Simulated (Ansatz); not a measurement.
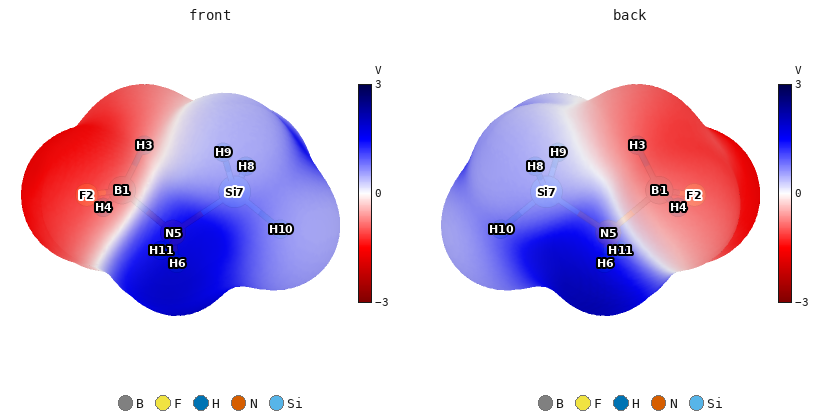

*BFH7NSi. The molecular electrostatic potential painted on the density surface at 0.001 e/bohr³, seen from the front and from behind; the colour scale runs from red (negative) to blue (positive).*

The calculation used Ansatz, RKS PBE-D4/cc-pVDZ.

```xyz
11

B     0.1535   -0.3639    0.0407
F    -0.3012    0.8792    0.5473
H     1.3932   -0.4569    0.0161
H    -0.4148   -0.7411   -0.9853
N    -0.3148   -1.4521    1.2448
H    -0.9720   -2.1562    0.8809
Si    1.2146   -2.1691    1.9697
H     1.9092   -2.9119    0.8706
H     1.9934   -1.0200    2.5277
H     0.8107   -3.1233    3.0712
H    -0.8385   -0.8756    1.9239
```

Question: Which sites attract a positive test charge, and which a negative one?

Answer: A positive charge is drawn to the negative regions and a negative charge to the positive ones. The most negative region (about −1.6 V, or −37 kcal/mol for a unit charge) lies over F2, the most positive (about +2.1 V, or +48 kcal/mol for a unit charge) over H6.
